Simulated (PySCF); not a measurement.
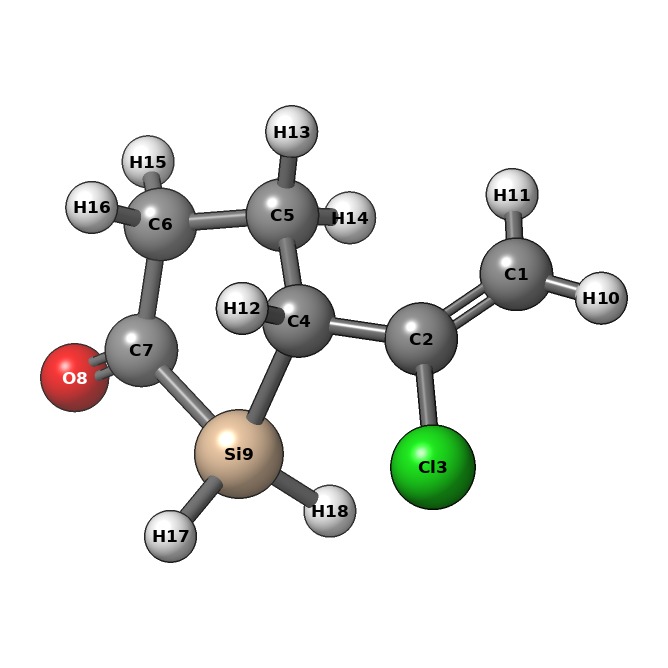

The geometry was computed by an optimisation with GFN2-xTB. No frequency run is at hand to confirm it as a minimum. Electric field gradients from the ground-state density, PBE0/pcSseg-1 (PySCF 2.14.0), non-relativistic apart from any core potentials.

Give the largest field-gradient component, the quadrupole coupling constant and the asymmetry for 35Cl at Cl3 (Q = −81.7 mb), 17O at O8 (Q = −25.6 mb).

```json
{"atom": "Cl3", "V_zz (a.u.)": "3.678", "e²qQ/h (MHz)": "−70.6", "η": "0.10"}
{"atom": "O8", "V_zz (a.u.)": "−2.074", "e²qQ/h (MHz)": "12.47", "η": "0.59"}
```

The geometry is semi-empirical. Around Si such bond lengths and angles can be off by a tenth of an ångström or more and by several degrees, and values that hang on the shape move with them.
